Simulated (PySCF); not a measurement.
## A study: H$_{4}$O$_{4}$Si, SMILES `O[Si](O)(O)O`

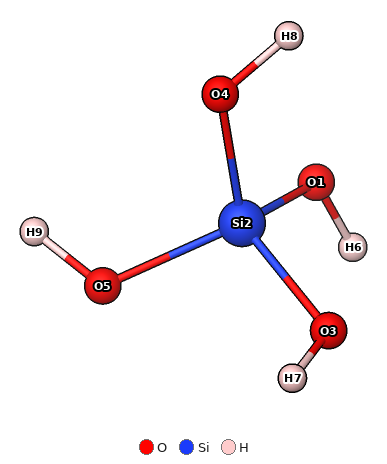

The molecule, with its atoms numbered as below. No frequency check shows the geometry to be a minimum.

Geometry (Å), atoms numbered from 1:

```
O1       1.2087    0.6497   -0.8701
Si2      0.0002   -0.0001   -0.0003
O3       0.6499   -1.2083    0.8699
O4      -0.6500    1.2084    0.8699
O5      -1.2088   -0.6496   -0.8701
H6       1.8242    0.0635   -1.2997
H7       0.0633   -1.8206    1.3036
H8      -0.0634    1.8206    1.3036
H9      -1.8243   -0.0634   -1.2997
```

Part 1: Bonding charge

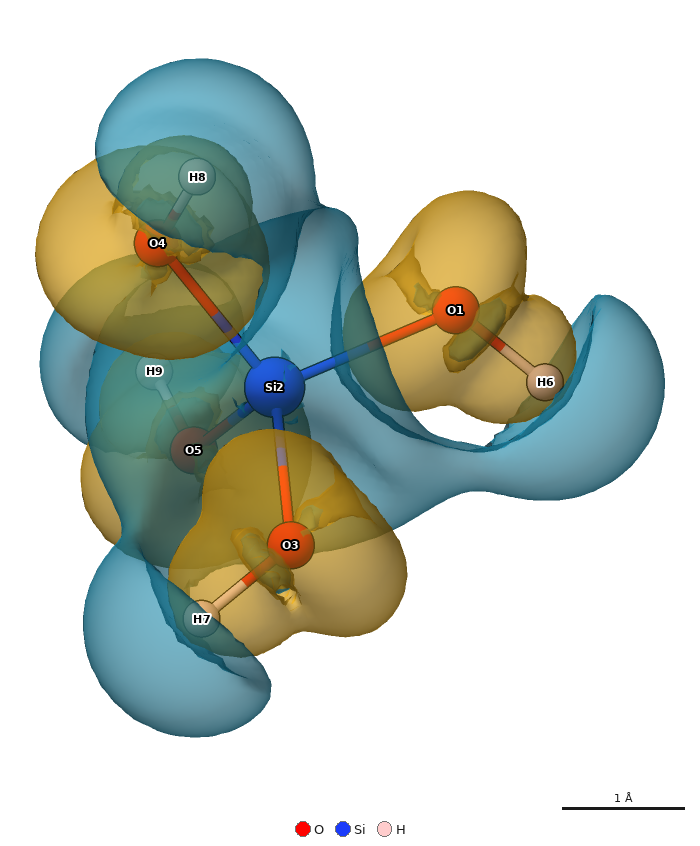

Deformation density (molecule less spherical, spin-averaged free atoms at the same positions), surfaces at ±0.04 e/Å³; yellow: gain, teal: loss.

Computed with PySCF, B3LYP/def2-SVPD, geometry: GFN2-xTB.

> How much density has each bond gained at its critical point, relative to the free atoms?

O4–H8, O3–H7, O5–H9 and O1–H6: +0.80 e/Å³ at the bond critical point (bond length 0.95 Å). O1–Si2, Si2–O3, Si2–O5 and Si2–O4: +0.06 e/Å³ at the bond critical point (bond length 1.62 Å); up to 0.6 Å beside the axis the gain reaches +0.40 e/Å³. In all, 2.2 electrons gather in the regions of gain relative to the promolecule. A small or negative value marks a very polar bond, one between electron-rich atoms, whose free-atom densities already overlap strongly, a long bond to a heavier atom, or a closed-shell contact such as a hydrogen bond.

Part 2: Bond critical points

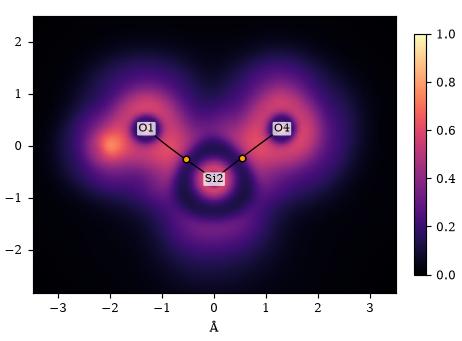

Localised orbital locator (LOL) in the plane of O1, Si2 and O4, with bond paths and bond critical points (dots).

> Rank the bonds in the plane by LOL at their critical points.

O1–Si2 and Si2–O4: about 0.26. Values above 0.5 mark slow, localised electrons, as in shared pairs; low values at a critical point mark a polar or closed-shell contact whose critical point lies between the shells.

> Where along O1–Si2 does the critical point lie?

0.96 Å from O1 and 0.67 Å from Si2.

Part 3: Local ionisation energy

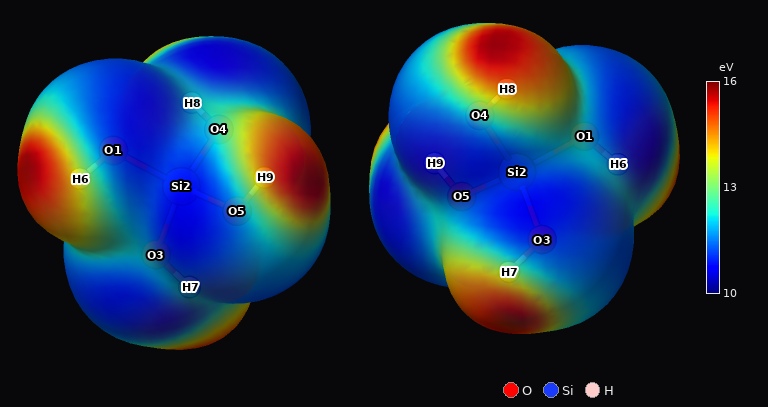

Average local ionisation energy on the surface of electron density 0.001 a.u. (back view left, front view right).

> Locate the minima of the map.

The lowest value is 10.6 eV, 1.9 Å from O3, and at like points elsewhere. For comparison, the highest occupied orbital lies at −9.0 eV.

> What volume does the surface enclose, and what is the dipole moment?

About 97 Å³; the dipole moment is 0.0 D.

Part 4: In an electric field

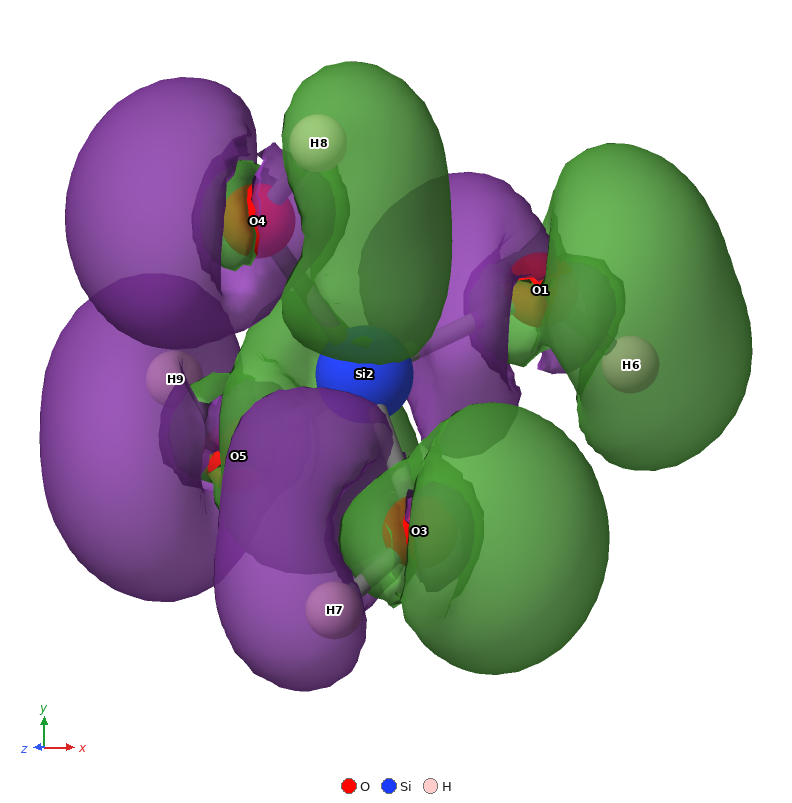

Change of the electron density in a uniform field of 0.21 V/Å, surfaces at ±0.0008 e/Å³ (purple: gain, green: loss).

Method: B3LYP/def2-SVPD; geometry: GFN2-xTB; program: PySCF.

> Along which Cartesian direction does the field point?

Along +x: electrons gather on the −x side, against the field.

> What dipole is induced, and what polarisability does it imply?

The induced dipole is 0.40 D (along the field); α along this axis, from the fields in both directions, is 40 bohr³ (5.9 Å³).

> Which atoms gain and lose the most charge?

Electrons gather most on H9 (Hirshfeld charge changes by −0.006 e) and leave H6 most (+0.006 e); 0.042 electrons are displaced in all.
